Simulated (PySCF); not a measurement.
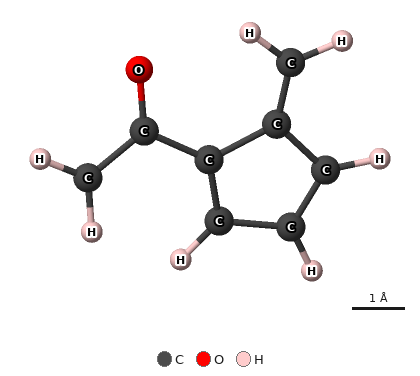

Fig. 1: The structure (ball-and-stick view, seen at a tilt). Bond lengths as drawn: C–C 1.34 to 1.47 Å, C–H 1.07 to 1.08 Å and C–O 1.24 Å.

**Run report: C₈H₇O, EPR calculation**

The run: EPR calculation of C₈H₇O, multiplicity 2, SMILES [CH2]C(=O)C1=CC=CC1=C. Method and program: UKS B3LYP, pcH-1 on C H O, non-relativistic, mean-field spin-orbit, GIAO (PySCF 2.14.0).

It belongs to a series of runs on one base structure; here: H removed from sp3 C.

### Output
```
UKS, coarse grid
  cycle   1  E = -384.02360717  |g| = 6.45e-01
  cycle   2  E = -381.23268679  |g| = 1.98e+00
  cycle   3  E = -384.08314386  |g| = 4.41e-01
  cycle   4  E = -384.18585451  |g| = 2.00e-01
  cycle   5  E = -384.19266253  |g| = 1.60e-01
  cycle   6  E = -384.20711239  |g| = 4.37e-02
  cycle   7  E = -384.20804059  |g| = 2.42e-02
  cycle   8  E = -384.20833321  |g| = 1.52e-02
  cycle   9  E = -384.20843719  |g| = 1.04e-02
  cycle  10  E = -384.20851601  |g| = 3.79e-03
  cycle  11  E = -384.20853041  |g| = 1.42e-03
  cycle  12  E = -384.20853288  |g| = 8.05e-04
UKS, final grid
  cycle   1  E = -384.20854094  |g| = 1.29e-03
  cycle   2  E = -384.20853919  |g| = 2.58e-03
  cycle   3  E = -384.20854229  |g| = 4.18e-04
  cycle   4  E = -384.20854245  |g| = 2.33e-04
  cycle   5  E = -384.20854280  |g| = 2.28e-04
  cycle   6  E = -384.20854290  |g| = 6.35e-05
  cycle   7  E = -384.20854290  |g| = 3.06e-05
  cycle   8  E = -384.20854290  |g| = 1.14e-05
E = -384.20854290 Eh   <S^2> = 0.7618 (exact 0.7500)
g shifts (ppm)      1          2          3
  rmc          -178       -178       -178
  gc             -6         39         37
  oz_so         -11       1676       5301
  total        -195       1537       5161
hyperfine (MHz)  atom isotope    a_iso     a_fc   dipolar eigenvalues
    0   13C      68.96      68.96    -67.58    -66.87    134.46
    1   13C     -38.50     -38.50    -13.63      4.03      9.60
    2   17O     -16.74     -16.74    -77.70     38.25     39.45
    3   13C      -0.74      -0.74     -1.94     -0.25      2.20
    4   13C       2.44       2.44     -3.15     -1.77      4.92
    5   13C      -2.25      -2.25     -1.67      0.57      1.10
    6   13C       2.70       2.70     -3.12     -2.51      5.64
    7   13C      -1.87      -1.87     -0.37     -0.17      0.55
    8   13C      -0.73      -0.73     -1.42      0.33      1.09
    9    1H     -53.04     -53.04    -32.44     -1.62     34.06
   10    1H     -53.17     -53.17    -30.80     -2.04     32.84
   11    1H      -1.68      -1.68     -2.62     -0.80      3.43
   12    1H       0.55       0.55     -0.75     -0.19      0.94
   13    1H      -2.52      -2.52     -1.75     -0.42      2.16
   14    1H       0.49       0.49     -2.07     -1.93      4.01
   15    1H       0.35       0.35     -0.64     -0.13      0.77
```

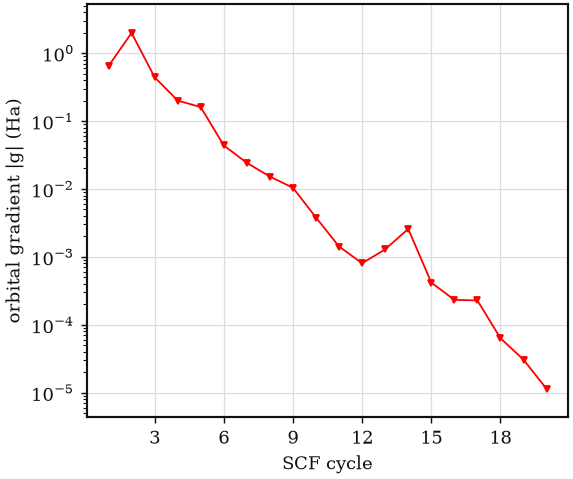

Fig. 2: Convergence of the self-consistent field: orbital gradient |g| against the SCF cycle. All cycles printed in the log are drawn one after another.

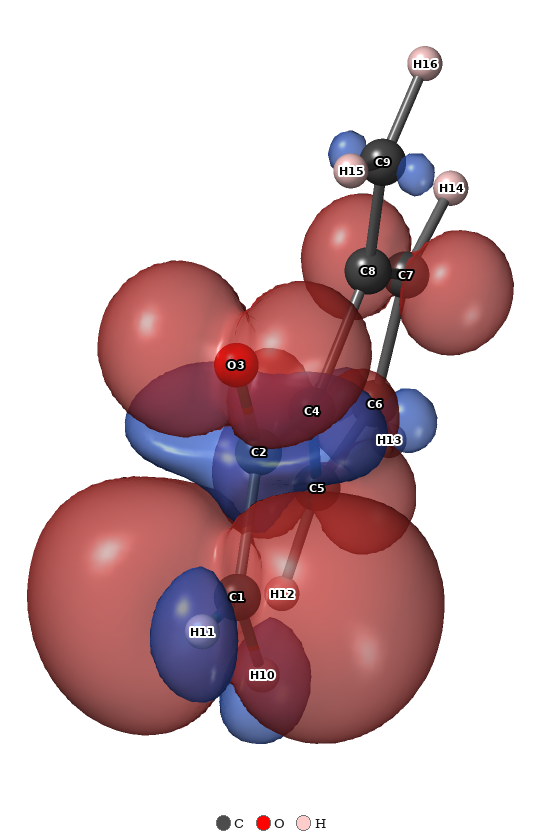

Fig. 3: Isosurfaces of the spin density (α minus β) at +0.005 (red) and −0.005 e/Å³ (blue), seen at an oblique angle. The unpaired spin (1 electron) lies mostly on C1 (about 0.6) and O3 (about 0.2), in electrons by Hirshfeld's partition.

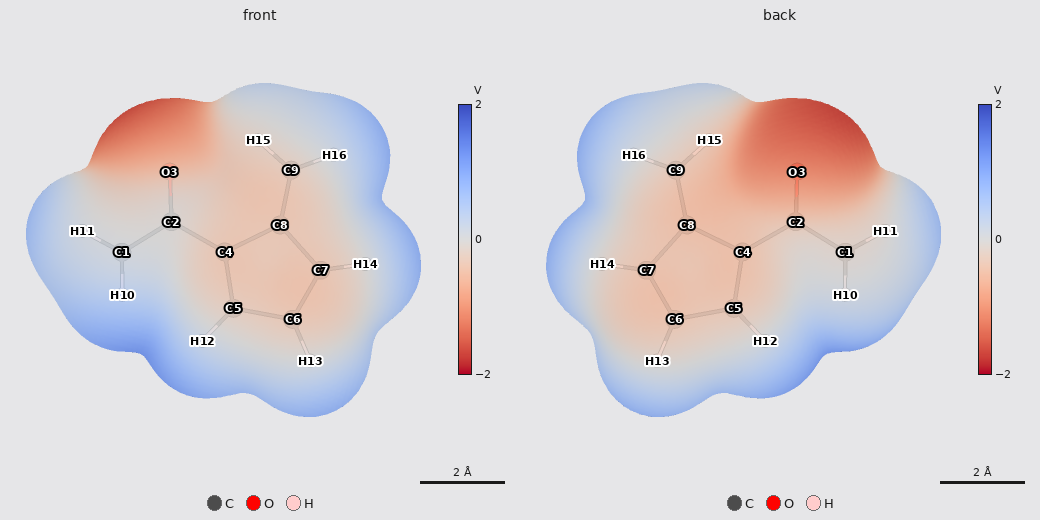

Fig. 4: The molecular electrostatic potential painted on the density surface at 0.001 e/bohr³, seen face on and from behind; red is negative and blue positive. A positive charge is drawn to the negative regions and a negative charge to the positive ones.

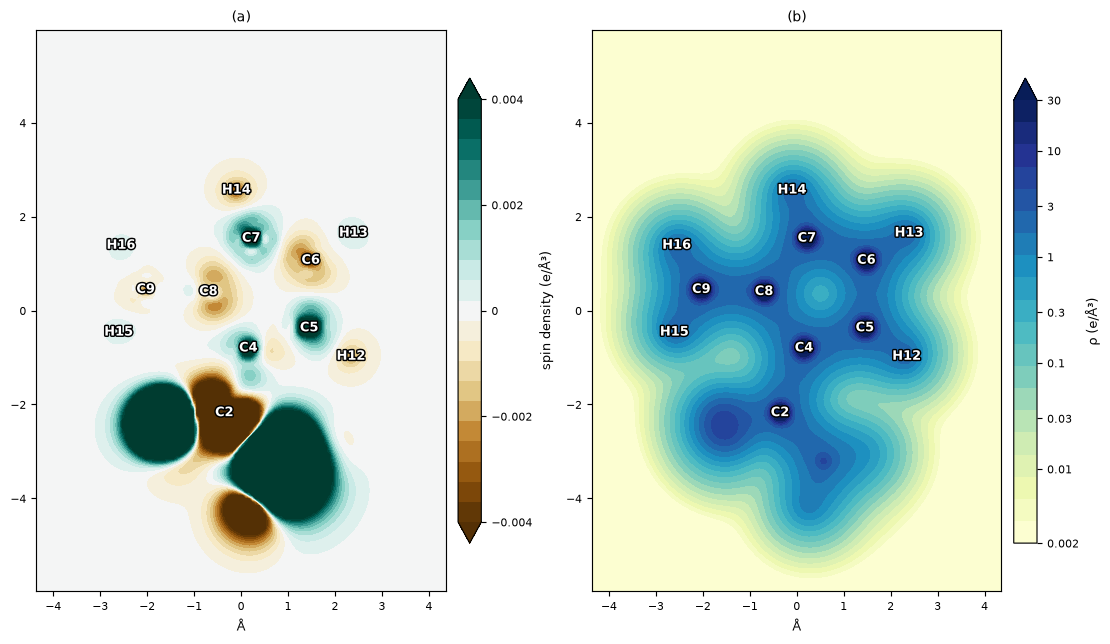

Fig. 5: (a) spin density; (b) total electron density on the plane of atoms C8, C9 and H16. C–C (1.34 Å): ρ is about 2.3 e/Å³ halfway. C–H (1.07 Å): ρ is about 2.1 e/Å³ halfway. C–C (1.44 Å): ρ is about 1.9 e/Å³ halfway. C–C (1.47 Å): ρ at the midpoint is about 1.9 e/Å³. The unpaired spin (1 electron) lies mostly on C1 (about 0.6) and O3 (about 0.2), in electrons by Hirshfeld's partition.

This output came from the following input.

### Input file
```
{"job": {"kind": "epr", "basis": "pcH-1"}, "charge": 0, "multiplicity": 2}
C      2.641526    -0.667020     0.184832
C      1.632396     0.323683     0.277657
O      1.913813     1.516373     0.472058
C      0.246092    -0.129448     0.093050
C     -0.246647    -1.402732     0.119213
C     -1.670860    -1.374338    -0.078830
C     -2.070116    -0.091526    -0.231268
C     -0.899499     0.769311    -0.129161
C     -0.874364     2.102299    -0.223906
H      2.428306    -1.692960    -0.045973
H      3.670047    -0.363660     0.276513
H      0.305250    -2.310095     0.284953
H     -2.292716    -2.251470    -0.096164
H     -3.066801     0.270046    -0.401958
H      0.053657     2.640966    -0.129501
H     -1.777684     2.669516    -0.382924
```

The first line tells a small driver script what to run in PySCF; the rest is the geometry in Å.

Launch command:
```bash
OMP_NUM_THREADS=1 python <driver script> task.json out
```

### Summary

- outcome: converged
- total energy: −384.208543 hartree
- ⟨S²⟩: 0.762
- isotropic g: 2.0045
- hardware: 1 CPU thread, shared host
- wall time: 95 s
- peak memory: 1.1 GiB
